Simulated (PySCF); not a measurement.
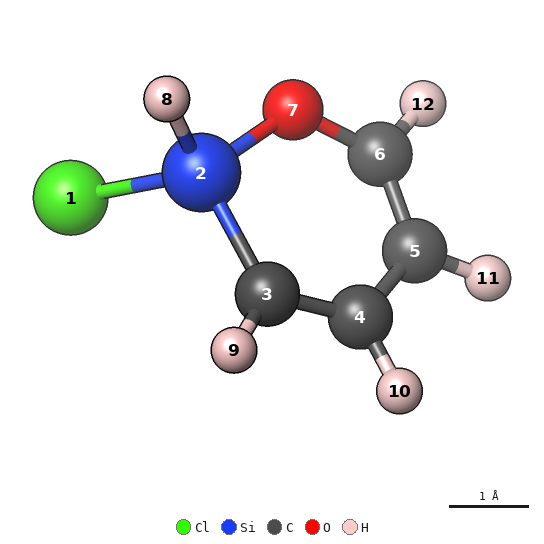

Orthographic view. Distant atoms are faded towards the background colour. The computed structure is the end point of a PBE0-D3(BJ)/def2-SVP optimisation. No frequency run is at hand to confirm it as a minimum.

Write a Z-matrix (Å, degrees) in the order of the atom numbers, with these reference atoms: 2 to 1; 3 to 2, 1; 4 to 3, 2, 1; 5 to 4, 3, 2; 6 to 5, 4, 3; 7 to 6, 5, 4; 8 to 2, 7, 6; 9 to 3, 4, 5; 10 to 4, 3, 9; 11 to 5, 6, 7; 12 to 6, 7, 2.

```
Cl 
Si   1   2.072
C    2   1.829   1   112.9
C    3   1.360   2   117.9   1   106.9
C    4   1.446   3   125.4   2     2.8
C    5   1.353   4   122.9   3     3.9
O    6   1.335   5   124.5   4    -0.7
H    2   1.481   7   107.4   6   140.2
H    3   1.094   4   118.9   5  -179.6
H    4   1.097   3   118.7   9    -0.2
H    5   1.091   6   117.8   7  -178.8
H    6   1.095   7   113.1   2   171.6
```
